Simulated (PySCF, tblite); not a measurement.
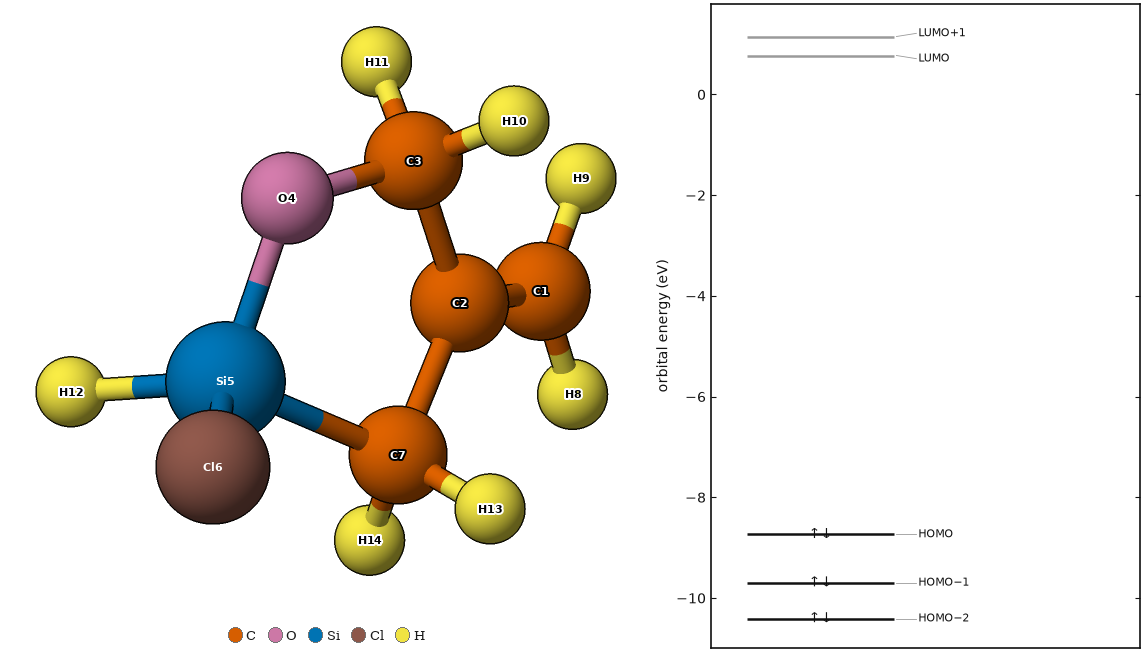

C₄H₇ClOSi, SMILES C=C1CO[Si@H](Cl)C1. Kohn-Sham orbital energies near the frontier, CAM-B3LYP/def2-SVPD in PySCF, at a GFN2-xTB geometry (a minimum by its frequencies), isolated molecule; empty levels in grey, levels within 0.03 eV side by side.

**Where do the frontier orbitals lie?**

HOMO at −8.74 eV, LUMO at 0.77 eV, 9.51 eV apart.

**How far below the HOMO does the next level lie?**

0.96 eV.

Note: the tight-binding geometry is rougher than a DFT one and adds to the error; one conformer of a flexible molecule; empty levels above zero depend strongly on the basis.
